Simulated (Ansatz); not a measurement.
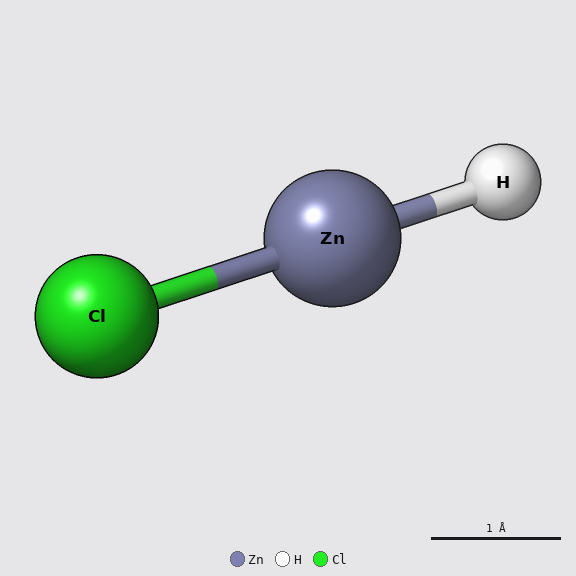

Ball-and-stick drawing of a structure.

The computed structure is the end point of a PBE0-D4/def2-TZVP optimisation.

> What is the molecular formula?

ClHZn, 3 atoms: 1 chlorine, 1 hydrogen and 1 zinc.

> Count the bonded pairs by element.

1 Zn–H, 1 Cl–Zn. Sticks follow a distance rule.

> Give the symmetry (Schoenflies symbol).

C∞v.

More results for the same structure follow; atom numbers are the same in all pictures, views and colours differ.

Geometry

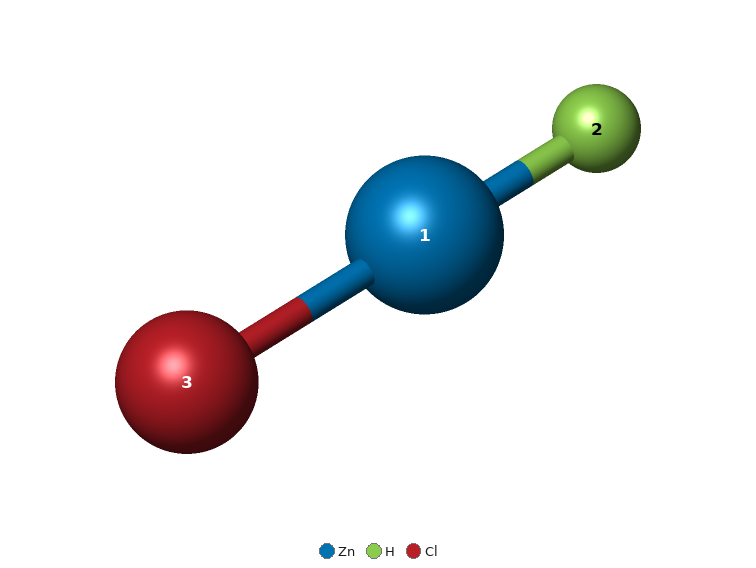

Give the bond lengths.

```json
{"bond": "Zn1–H2", "length (Å)": "1.520"}
{"bond": "Zn1–Cl3", "length (Å)": "2.102"}
```

Electronic properties

Method: RKS PBE0-D4/def2-TZVP (Ansatz 0.2.0).

> What is the harmonic zero-point energy?

19.7 kJ/mol.

> What is the dipole moment?

1.75 D.

Vibrations

Harmonic vibrations computed with RKS PBE0-D4/def2-TZVP (Ansatz 0.2.0) at a stationary point of the same level.

> How many vibrational modes are there, and where do they lie?

4 modes: 422, 445, 445, 1977 cm⁻¹.

Charges

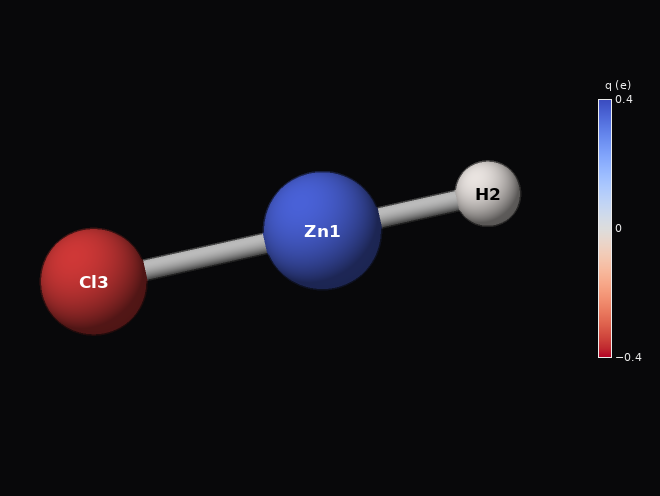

Atoms are coloured by their Mulliken charges. Properties computed with RKS PBE0-D4/def2-TZVP (Ansatz 0.2.0).

List the Mulliken charges.

```json
{"atom": "Zn1", "value (e)": "0.37"}
{"atom": "H2", "value (e)": "−0.01"}
{"atom": "Cl3", "value (e)": "−0.36"}
```

Mulliken values depend strongly on the basis set and can even reverse the polarity of a bond.
